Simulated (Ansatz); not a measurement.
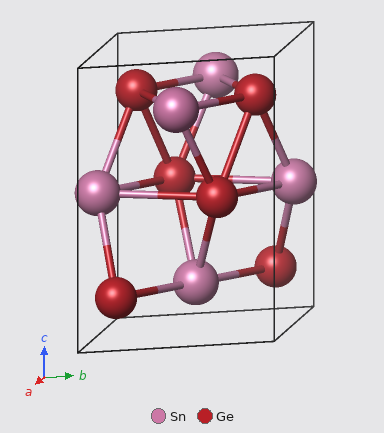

Crystal structure, ball-and-stick style, seen slightly off an axis. The simulation cell is drawn as a box.

```yaml
crystal:
  lattice:
    - [5.24209, 0.00000, 0.00000]
    - [-2.62105, 4.53979, 0.00000]
    - [0.00000, 0.00000, 7.30203]
  atoms:
    - { symbol: Sn, position: [0.50000, 0.50000, 0.16670] }
    - { symbol: Sn, position: [0.00000, 0.50000, 0.83337] }
    - { symbol: Sn, position: [0.50000, 0.00000, 0.50003] }
    - { symbol: Ge, position: [0.83820, 0.16180, 0.16670] }
    - { symbol: Ge, position: [0.67640, 0.83820, 0.83337] }
    - { symbol: Ge, position: [0.83820, 0.67640, 0.50003] }
    - { symbol: Ge, position: [0.16180, 0.83820, 0.16670] }
    - { symbol: Ge, position: [0.32360, 0.16180, 0.83337] }
    - { symbol: Ge, position: [0.16180, 0.32360, 0.50003] }
```

Level of theory and settings: Ansatz, DFT, PAW plane waves, PBEsol, wavefunction cutoff 420 eV, an 8×8×5 k-point mesh, Gaussian smearing of 0.11 eV, no spin polarisation.

What net charge does each kind of atom have (Bader)?

Answer. Sn +0.25 e; Ge -0.12 e. Little charge moves, as in a metallic or covalent solid.

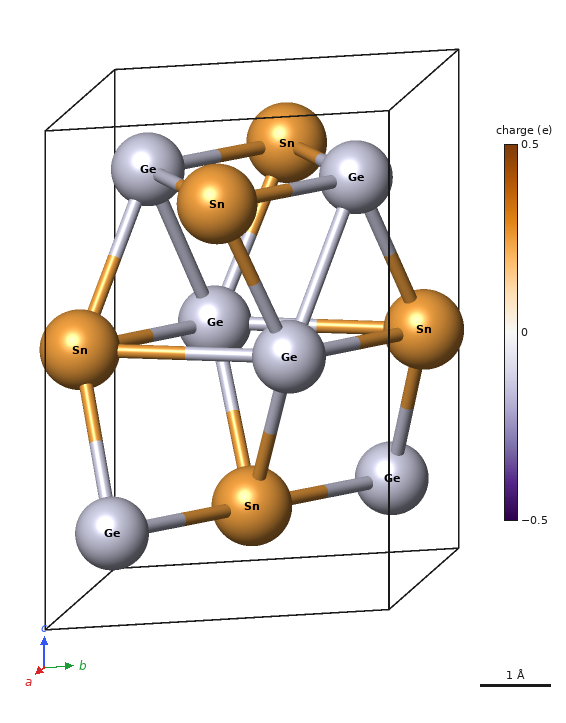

The atoms coloured by those charges.

Shown is a generated cell, made by putting these elements into a known structure type (the compound may or may not exist in this form), as it stood before any relaxation. An electronic-structure calculation with Ansatz was run on it.

At this level of theory the cell isn't at rest (compressed, at 8 GPa), so its distances can differ from those at equilibrium, the more so the softer the solid.
